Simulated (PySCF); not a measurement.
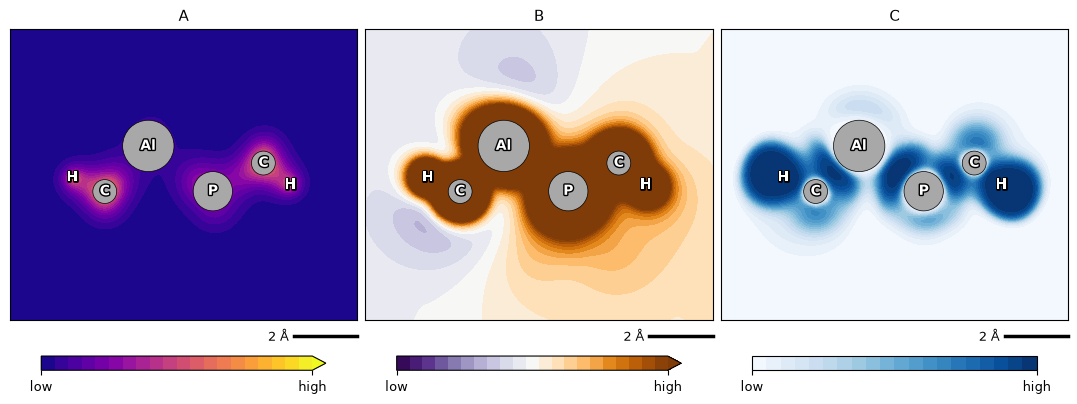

C6H18AlP: 3 fields on the plane of atoms C3, Al2 and P5, with unlabelled colour scales. Grey discs cover the atomic cores.

Geometry: PBE0-D3(BJ)/def2-SVP.

These are results of PBE0/pcSseg-1, SCF density, gas phase, non-relativistic (PySCF 2.14.0), not measurements.

**Which field does each panel show? The fields are: electron density, electron localisation function and electrostatic potential.**

Panel A: electron density. Panel B: electrostatic potential (strongly positive close to the atoms, with negative regions outside electron-rich atoms). Panel C: electron localisation function. From the grid: C–P (1.83 Å): ρ is about 1.2 e/Å³ halfway; the ELF peaks at about 0.95 between the atoms (a shared electron pair). C–Al (1.99 Å): ρ is about 0.67 e/Å³ halfway; the ELF peaks at about 0.95 between the atoms; a polar covalent bond.
